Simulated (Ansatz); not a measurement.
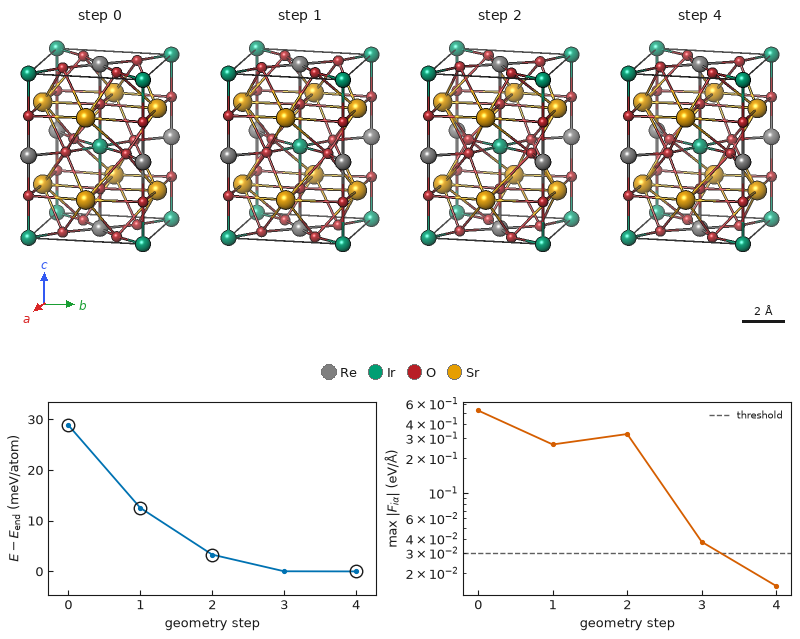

Frames of a relaxation of crystalline Sr2ReIrO6 (a generated structure, set up in I4/m), marked on the history of the run. A ball-and-stick model of the conventional cell (2 times the calculation's cell), seen slightly off an axis. Lengths and directions refer to the drawn axes.

The start is a swapped structure.

All numbers below come from Ansatz, DFT, PAW plane waves, PBE.

The input:
```yaml
crystal:
  lattice:
    - [0.0, 5.666772, 0.0]
    - [5.666772, 0.0, 0.0]
    - [2.833386, 2.833386, -4.045745]
  atoms:
    - { symbol: Re, position: [0.5, 0.5, 0.0] }
    - { symbol: Ir, position: [0.0, 0.0, 0.0] }
    - { symbol: O, position: [0.2277, 0.2861, 0.0] }
    - { symbol: O, position: [0.2861, 0.7723, 0.0] }
    - { symbol: O, position: [0.7723, 0.7139, 0.0] }
    - { symbol: O, position: [0.7139, 0.2277, 0.0] }
    - { symbol: O, position: [0.2571, 0.2571, 0.4858] }
    - { symbol: O, position: [0.7429, 0.7429, 0.5142] }
    - { symbol: Sr, position: [0.75, 0.25, 0.5] }
    - { symbol: Sr, position: [0.25, 0.75, 0.5] }
  symmetry: { tolerance: 0.0003 }
kpoints:
  mp_grid: { grid: [5, 5, 5], shift: [0, 0, 0] }
magnetization:
  spin_polarized: false
scf:
  occupations: { method: fermi_dirac, width: 0.1048 }
  lower_state_search: "off"
hamiltonian:
  pseudopotentials: { kind: paw }
  xc: pbe
basis:
  ecutwfc: 420
  fft_grid_basis: typed
relax:
  max_steps: 80
  f_tol: 0.03
output:
  forces: true
  stress: true
  eigenvalues: true
  populations: true
  elf: true
  write_potential: true
  volumetric_format: npy
  dos:
    e_range: [-12, 8]
    de: 0.05
    projected: { site_lists: { Ir: [Ir], O: [O], Re: [Re], Sr: [Sr] } }
  bader: false
checkpoint:
  read: saved_state
```

Command:
```bash
ansatz run input.yaml --threads 2 --pin off --max-ram 2560MiB --backend cpu --events-out ev --progress --plain --runs-dir out
```

### Describe the path.

After 4 geometry steps the energy has fallen by 28.9 meV per atom. The largest force component goes from 0.52 to 0.015 eV/Å. The largest moves, 0.23 Å, are those of O3, O4, O5 and O6. O5 goes along [1 −1 0]. Ir and Re and Sr stay in place. The lattice vectors keep their values. Some distances before and after: O3–Sr10 3.017 → 3.195 Å, O3–Sr10 (another image) 2.688 → 2.540 Å, Ir2–O3 2.072 → 2.121 Å, Re1–O3 1.962 → 1.994 Å. Bond angles that change, for instance: Re1–O5–Ir2 166.7° → 153.7°, Sr9–O5–Sr10 97.6° → 105.6°, Sr9–O5–Sr9 172.9° → 166.2°. The space group stays I4/m (No. 87). Cost: 17 s on 2 threads of Intel(R) Xeon(R) Platinum 8488C (Sapphire Rapids), with other jobs on the host, peak memory 0.59 GiB. From step 0 to 1: O atoms move most (0.09 Å), energy −16.3 meV per atom. From step 1 to 2: O atoms move most (0.20 Å), energy −9.2 meV per atom. From step 2 to 4: O atoms move most (0.06 Å), energy −3.3 meV per atom.
